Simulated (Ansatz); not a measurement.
# NbSi2 under a change: Si → C

Take NbSi2 (space group P6_222, No. 180; a = 4.767 Å, c = 6.576 Å) as the base.

One thing is altered: C takes the place of Si on all its sites, then cell and atoms are relaxed.

All numbers come from PBEsol in Ansatz (plane waves to 420 eV, PAW, no spin-orbit coupling). k-mesh 13×13×9 (Γ-centred); smearing 0.05 eV (Fermi–Dirac), for the changed cell.

```json
[
 {"quantity": "volume per atom", "base": "14.38 Å³", "changed": "9.31 Å³", "shift": "-5.077 Å³"},
 {"quantity": "lattice parameter a", "base": "4.767 Å", "changed": "4.177 Å", "shift": "-0.5905 Å"},
 {"quantity": "c/a ratio", "base": "1.379", "changed": "1.327", "shift": "-0.052"},
 {"quantity": "space group", "base": "P6_222 (No. 180)", "changed": "P6_222 (No. 180)", "shift": "–"},
 {"quantity": "shortest interatomic distance", "base": "2.558 Å", "changed": "1.739 Å", "shift": "-0.8184 Å"},
 {"quantity": "band gap", "base": "zero", "changed": "zero", "shift": "–"}
]
```

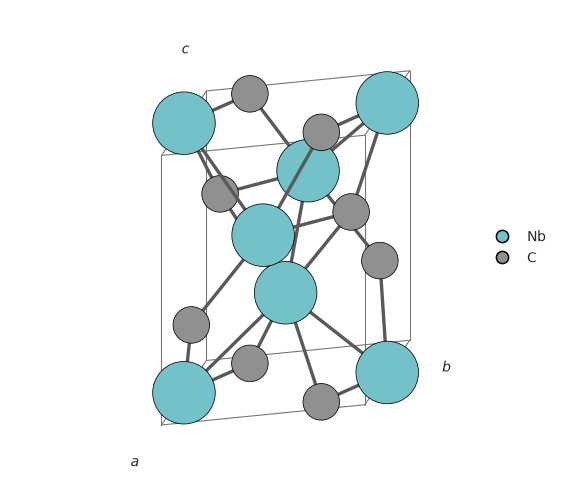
Figure. The relaxed conventional cell after the change

Stability against distortions was not tested. As relaxed here, NbC2 is a hypothetical phase, not in the database extracts checked. All final runs are without spin polarisation. An odd electron count without spin: NbC2 and NbSi2.

Ansatz is a quantum-chemistry and plane-wave program.
